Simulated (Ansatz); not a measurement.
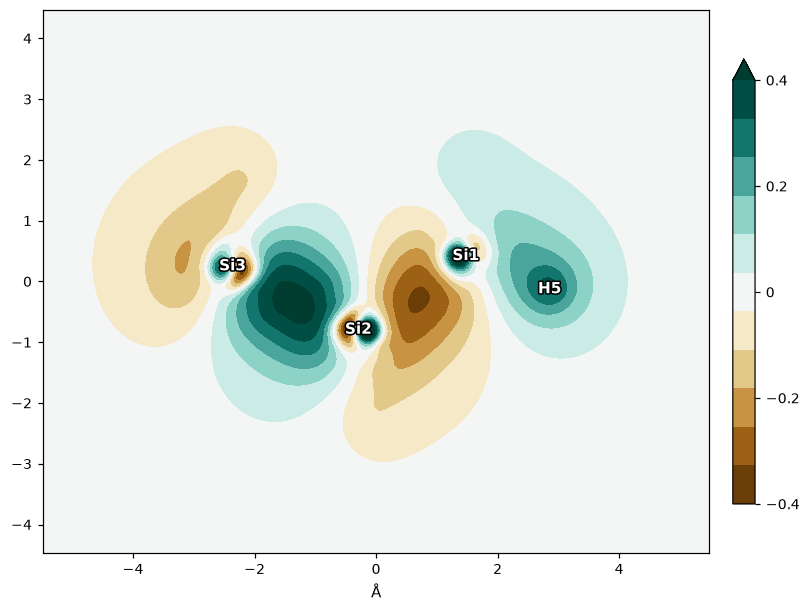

Figure 1: H6Si3. The HOMO−1 on the plane of atoms Si1, Si2 and Si3 (values in Å⁻³ᐟ²; the overall sign is arbitrary).

Computed with RKS PBE0-D4/def2-SVP in Ansatz 0.2.0.

```yaml
atoms:
  - { symbol: Si, position_ang: [-1.1655, 1.0577, -1.4143] }
  - { symbol: Si, position_ang: [0.2385, 0.8941, 0.1974] }
  - { symbol: Si, position_ang: [0.7813, -1.2143, 0.9969] }
  - { symbol: H, position_ang: [-2.0119, -0.1044, -1.7983] }
  - { symbol: H, position_ang: [-1.5739, 2.3465, -2.0360] }
  - { symbol: H, position_ang: [1.0853, 2.0697, 0.5466] }
  - { symbol: H, position_ang: [2.1582, -1.6319, 0.5867] }
  - { symbol: H, position_ang: [-0.2185, -2.1698, 0.4303] }
  - { symbol: H, position_ang: [0.7064, -1.2477, 2.4907] }
```

> What is the character of this orbital?

Its weight (Hirshfeld) is mainly on Si2 (about 35 %), Si3 (about 30 %), Si1 (about 20 %) and H5 (about 5 %). Its energy is −8.56 eV.
